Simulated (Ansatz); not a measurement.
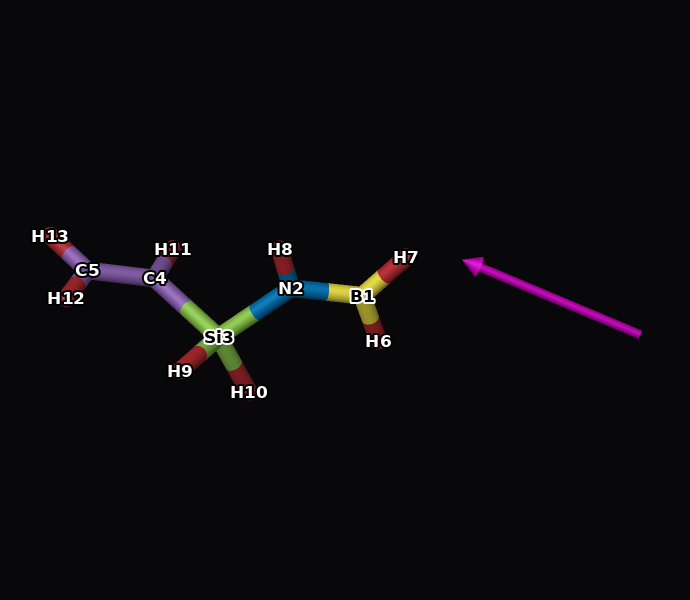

The arrow beside the molecule shows the direction of the dipole moment, from the negative to the positive end (its length means nothing). The computed structure is the end point of a PBE-D4/def2-SVP optimisation. No frequency run is at hand to confirm it as a minimum. Level of theory: RKS PBE-D4/def2-SVP (Ansatz 0.2.0).

How large is the dipole moment?

2.34 D; it points from the side of H6 to the side of H13 (the outermost atoms at the two ends).
